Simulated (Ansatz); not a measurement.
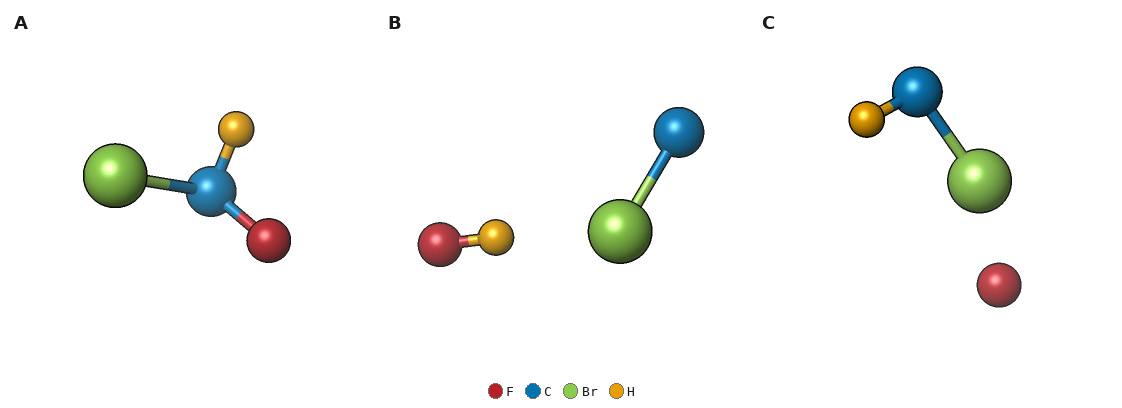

3 stationary structures of one formula. The species has charge −1 and is a spin singlet. Geometries: PBE0-D4/def2-TZVPD. Electronic energies: RHF-CCSD(T) (frozen core)/def2-TZVPPD (Ansatz 0.2.0), without zero-point energy. No frequency run is at hand to confirm each as a minimum.

Question: Rank them by energy, lowest first.

Answer: A is lowest (C1); C lies 47.6 kcal/mol above it (C1), B lies 68.6 kcal/mol above it (Cs).
